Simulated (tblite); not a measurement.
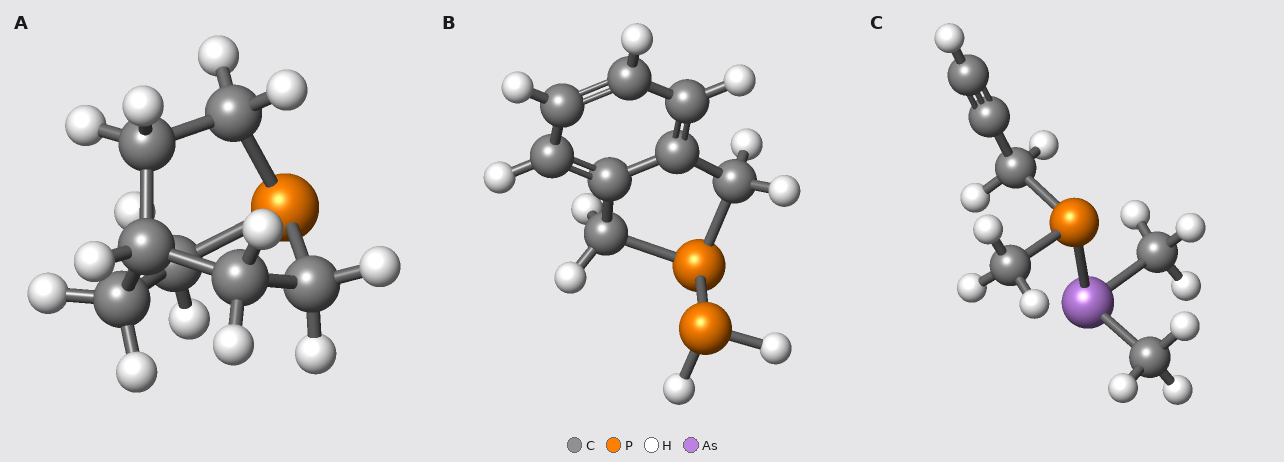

(Drawn from a calculation with tblite.)

Question: Match each picture to its SMILES.
(1) C1CP2CCC1CC2
(2) PP1Cc2ccccc2C1
(3) C#CCP(C)[As](C)C

Answer: A is (1), B is (2), C is (3).
